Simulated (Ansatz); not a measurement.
# A hypothetical structure for LiNb3, part 2 of 2

This structure for LiNb3 is made up. Its elements were placed in a known structure type with a cell scaled to their sizes. What cell does the guess relax to, and how far off was it?

Ansatz 0.2.0; DFT, PBE, plane-wave PAW, files of the set soft_1, scalar-relativistic, no spin, cell and ions relaxed at zero pressure; PAW set soft_1 (the session's first sound run).

So far: Starting point; Relaxation of the guess. The relaxed cell has a = 4.088 Å (conventional setting).

### 3. Bands of the relaxed cell

A second self-consistent run takes a narrower smearing and the mesh shown in its input; the bands follow along the standard path of the relaxed lattice.

This step: DFT, PBE, plane-wave PAW, files of the set soft_1, scalar-relativistic, no spin, bands and density of states at the relaxed cell; PAW set soft_1 (Ansatz 0.2.0).

File input.yaml:

```yaml
crystal:
  lattice:
    - [4.0877528086, 0.0, 0.0]
    - [0.0, 4.0877528086, 0.0]
    - [0.0, 0.0, 4.0877528086]
  atoms:
    - { symbol: Nb, position: [0.0, 0.5, 0.5] }
    - { symbol: Nb, position: [0.5, 0.0, 0.5] }
    - { symbol: Nb, position: [0.5, 0.5, 0.0] }
    - { symbol: Li, position: [0.0, 0.0, 0.0] }
kpoints:
  mp_grid: { grid: [8, 8, 8] }
  band_path:
    path:
      - [[0.0, 0.0, 0.0], [0.0, 0.5, 0.0], [0.5, 0.5, 0.0], [0.0, 0.0, 0.0], [0.5, 0.5, 0.5], [0.0, 0.5, 0.0]]
      - [[0.5, 0.5, 0.0], [0.5, 0.5, 0.5]]
    npoints: 13
scf:
  occupations: { method: fermi_dirac, width: 0.03 }
  n_extra_bands: 8
hamiltonian:
  xc: pbe
  pseudopotentials: { kind: paw, azcp: { folder: soft_1 } }
output:
  forces: true
  stress: true
  write_bands: true
  dos: { projected: true }
  write_density: true
  write_potential: true
  elf: true
  volumetric_format: npy
```

Command:

```sh
$ ansatz run input.yaml --threads 4 --pin off --max-ram 8192MiB --backend cpu --events-out ev --progress --plain --runs-dir out
```

Numbers of over 12 decimals in the logs are rounded to 6 here.

Log:

```text
[...]
Crystal: 4 atoms, lattice volume = 68.305 Å³
Basis set: ecut = 420 eV, 1357 PW (Γ), exchange–correlation on 60×60×60 points (8 copies of the dense FFT grid, shifted against one another)
Bands: 29, of which v1, the nominal top of the filled ones, is band 21 counted from 1 (20 counted from 0)
Symmetry: 48 space group operations
[...]
k-points: 35 of 512
[...]
SCF iter   1: F=—  HF=-13862.492825 eV  |F-HF|=—  |Δ(HF+E_count)|=         —  Δρ=8.15e-2  dr2=6.96e0  ethr=3.10e-3  ⟨swp⟩=5.7  Hψ=3671  notcnv=0
[...]
SCF iter   8: F=-13860.199519 eV  HF=-13860.199519 eV  |F-HF|=1.82e-9  |Δ(HF+E_count)|=   1.09e-8  Δρ=3.80e-6  dr2=1.08e-8  ethr=2.38e-10  ⟨swp⟩=11.5  Hψ=5589  notcnv=0
SCF 1 converged in 8 iterations: F = -13860.199519 eV  dr2 = 1.08e-8
[...]
NSCF: frozen V_eff on 80 k-points
SCF converged after 8 iterations
Free energy (F): -13860.199519 eV
[...]
Internal energy: -13860.182624 eV  (E = F + TS)
E sigma→0 (E₀):  -13860.191071 eV
Entropy (-TS):   -0.016895 eV (-4.224 meV/atom)
Fermi energy:    14.560481 eV
[...]
--- Stress (GPa, compression-positive) ---
        0.368115       0.000000       0.000000
       -0.000000       0.368115      -0.000000
        0.000000       0.000000       0.368115
  P = ⅓ Tr σ = 0.3681 GPa (3.681 kbar)
--- Band table (eV; the first three rows and the last of 35) ---
  k-point 0: bands = [... 17 lower, 12.0555, 12.1743, 12.1743, 16.6564, 16.6564, 16.6564, 17.8403, 17.8403, ... 4 higher]
  k-point 1: bands = [... 17 lower, 12.1788, 12.1788, 12.3636, 16.2344, 16.2344, 16.5029, 17.5006, 18.0198, ... 4 higher]
  k-point 2: bands = [... 17 lower, 12.5245, 12.5245, 12.8959, 15.5904, 15.5904, 16.1308, 16.7120, 17.3854, ... 4 higher]
  k-point 34: bands = [... 17 lower, 14.6129, 14.6129, 14.6129, 15.6558, 15.6558, 15.6558, 16.3623, 16.3623, ... 4 higher]
```

Run time: 1.8 s. Hardware: 4 threads of Arm Neoverse V2, shared host; peak memory 0.38 GiB; 6.7 s of CPU time.

In the SCF lines HF is the Harris–Foulkes energy and dr2 the Hartree energy of the density residual, in eV; the loop may stop once dr2 is under the threshold and the program's other checks hold. Hψ counts applications of the Hamiltonian.

This step gave:

```yaml
free_energy: -13860.1995 eV
energy_at_zero_smearing: -13860.1911 eV
smearing_term_ts: 0.01690 eV
fermi_energy: 14.56 eV
pressure: 0.3681 GPa
```

bands.tsv at the labelled points (eV, zero at the Fermi level; the bands that come nearest the Fermi level along the path):

| point | band 17 | band 18 | band 19 | band 20 | band 21 | band 22 | band 23 | band 24 |
| --- | --- | --- | --- | --- | --- | --- | --- | --- |
| Γ | -2.50 | -2.50 | -2.39 | -2.39 | 2.10 | 2.10 | 2.10 | 3.28 |
| X | -2.01 | -1.29 | -1.29 | -0.51 | 0.21 | 0.21 | 0.97 | 1.02 |
| M | -1.52 | -1.45 | -1.03 | -0.97 | -0.97 | 0.33 | 0.33 | 1.57 |
| Γ | -2.50 | -2.50 | -2.39 | -2.39 | 2.10 | 2.10 | 2.10 | 3.28 |
| R | -2.94 | 0.05 | 0.05 | 0.05 | 1.10 | 1.10 | 1.10 | 1.80 |
| X | -2.01 | -1.29 | -1.29 | -0.51 | 0.21 | 0.21 | 0.97 | 1.02 |
| M | -1.52 | -1.45 | -1.03 | -0.97 | -0.97 | 0.33 | 0.33 | 1.57 |
| R | -2.94 | 0.05 | 0.05 | 0.05 | 1.10 | 1.10 | 1.10 | 1.80 |

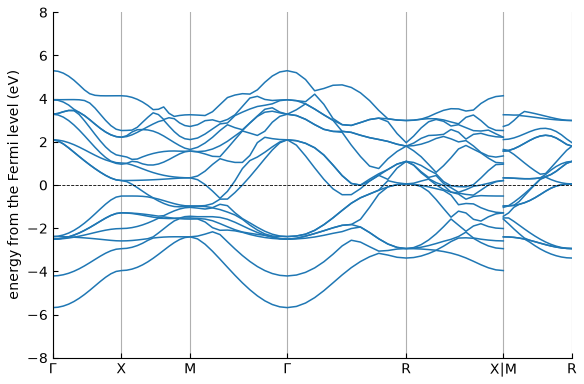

Bands along the path. 13 bands lie wholly below the window drawn.

States per cell as run, both spins, in windows of 1 eV, from dos.tsv (zero at the Fermi level):

```
from  to  total
  -8  -7   0.00
  -7  -6   0.00
  -6  -5   0.10
  -5  -4   0.52
  -4  -3   1.63
  -3  -2   4.80
  -2  -1   4.67
  -1   0   4.17
   0   1   3.61
   1   2   2.96
```

Below -8 eV lie 26.0 more states.

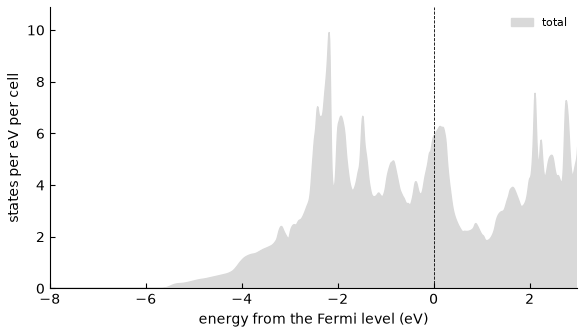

Total density of states, smoothed over about 0.04 eV.

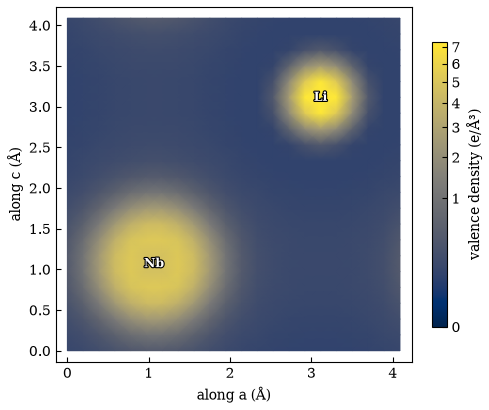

Valence density in the ac plane at fractional y = 0.000, with atoms of Nb and Li within 0.2 Å of it. It is the smooth field of the valence electrons, not physical close to the nuclei. The map starts off the cell's origin, so that atoms lie inside it. The colour scale is stretched toward low values.

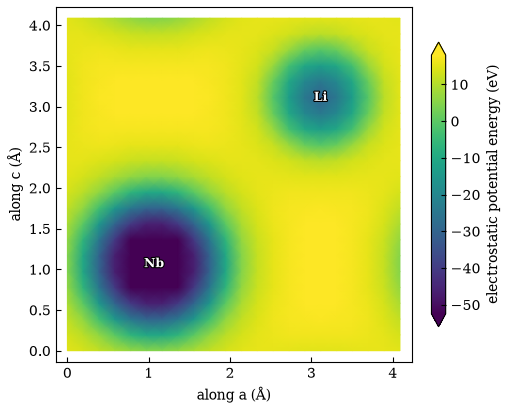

Electrostatic potential energy in the ac plane at fractional y = 0.000, with atoms of Nb and Li within 0.2 Å of it. With pseudopotentials it is smooth inside the atoms' cores, unlike the true potential. The map starts off the cell's origin, so that atoms lie inside it.

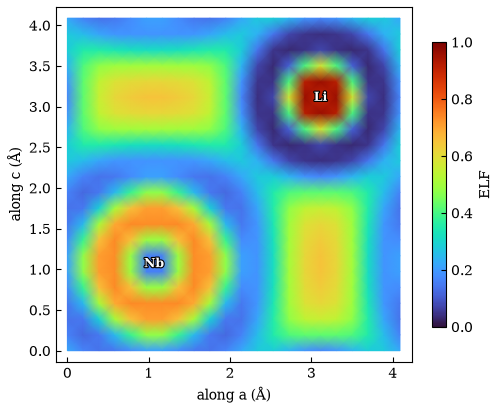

ELF in the ac plane at fractional y = 0.000, with atoms of Nb and Li within 0.2 Å of it. It is the smooth field of the valence electrons, not physical close to the nuclei. The map starts off the cell's origin, so that atoms lie inside it.

### 4. Results

```yaml
space_group_relaxed: Pm-3m
conventional_cell: a = 4.088, b = 4.088, c = 4.088 Å; α = 90.0°, β = 90.0°, γ = 90.0°
volume_per_atom: 17.08 Å³ (guess 18.76)
```

**Reading.** LiNb3 relaxes to Pm-3m with a = 4.088, b = 4.088 and c = 4.088 Å. The guessed volume was 10 % too large. The space group Pm-3m was held in the relaxation, so the end point is a stationary structure within it and may be a saddle against distortions or other arrangements. Bands cross the Fermi level, so it is a metal or semimetal at this level. On the 8×8×8 mesh with the narrower smearing (relaxed on 6×6×6) the forces vanish, as symmetry may demand, and the largest stress component is 0.368 GPa, against the relaxation's thresholds of 0.015 eV/Å and 0.05 GPa. The cutoff wasn't tested. No dispersion term is used, so weakly bound directions may come out too long. The runs have no spin, and magnetism wasn't tested. Nothing here tests whether the compound is stable against decomposition.

[Logs are printed without paths, hosts, clocks, repeated set-up lines and the standing remarks that a program may print on its own settings, such as how far it seeks lower states.]

[Hosts, paths, dates, database ids (printed as entryN), source tags and the programs' standing remarks are cut or masked in the printed files.]
